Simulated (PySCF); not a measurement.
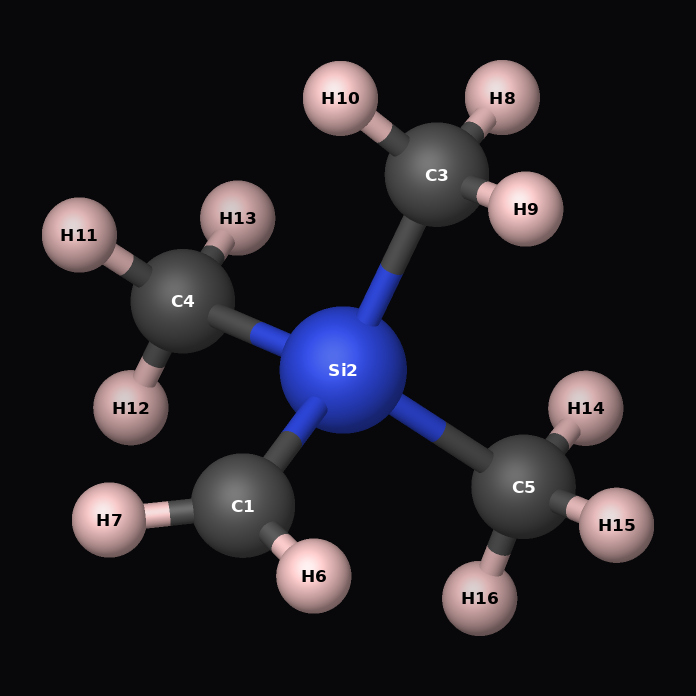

The species is neutral and a spin doublet. Computed geometry: GFN2-xTB optimisation. No frequency run is at hand to confirm it as a minimum. Level of theory: UKS B3LYP, pcH-1 on C H Si, non-relativistic (PySCF 2.14.0). Fermi-contact and spin-dipolar terms alone, no spin-orbit part.

### Which nucleus has the largest dipolar (anisotropic) hyperfine coupling?

13C at C1: principal values −76.2, −75.9, 152.1 MHz.

List the isotropic and dipolar parts for the most strongly coupled nuclei, one of each equivalent set. Atoms whose distances differ by more than 0.02 Å in this geometry are listed apart.

```csv
atom,isotope,a_iso (MHz),dipolar part (MHz)
C1,13C,79.2,"−76.2, −75.9, 152.1"
H6,1H,−57.5,"−37.1, −0.6, 37.7"
H7,1H,−58.1,"−37.2, −0.4, 37.7"
C3,13C,34.4,"−3.5, −3.4, 6.9"
H10,1H,−2.3,"−3.4, −1.2, 4.6"
H9,1H,−2.3,"−3.2, −1.3, 4.5"
C5,13C,20.5,"−2.3, −2.2, 4.5"
H16,1H,−1.3,"−3.0, −1.4, 4.4"
```

The geometry is semi-empirical. Around Si such bond lengths and angles can be off by a tenth of an ångström or more and by several degrees, and values that hang on the shape move with them.
